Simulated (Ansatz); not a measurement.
The calculation's input:

```
crystal:
  periodic: [false, false, false]
  atoms:
    - {symbol: H, position_ang: [-1.595973, 0.906587, 0.760323]}
    - {symbol: Cl, position_ang: [1.312275, -0.745337, -0.625134]}
    - {symbol: H, position_ang: [0.283697, -0.161250, -0.135189]}
basis:
  gaussian: {orbitals: def2-TZVPP}
magnetization: {spin_polarized: true, initial_magnetization: 1}
hamiltonian: {xc: pbe0, dispersion: d4}
output: {orbitals: {seedname: orbitals}}
```

Run with:

```sh
ansatz run in.yaml --threads 2 --pin off --events-out ev --progress --plain --max-ram 4352MiB
```

The reactant side of a reaction path; geometry: PBE0-D4/def2-TZVP.

Method: Ansatz, UKS PBE0-D4/def2-TZVPP.

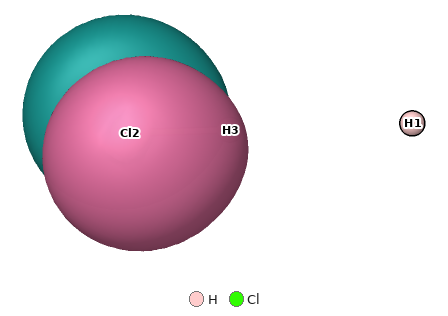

H···HCl (doublet). The HOMO (β) at ±0.1 Å⁻³ᐟ² (teal and pink are the two phases), seen from one side.

Where does this orbital lie, and at what energy?

By Hirshfeld shares it lies mainly on Cl2 (about 95 %); largely a lone pair of Cl2. It is one of a degenerate set, so its orientation is arbitrary. Its energy is −9.37 eV.
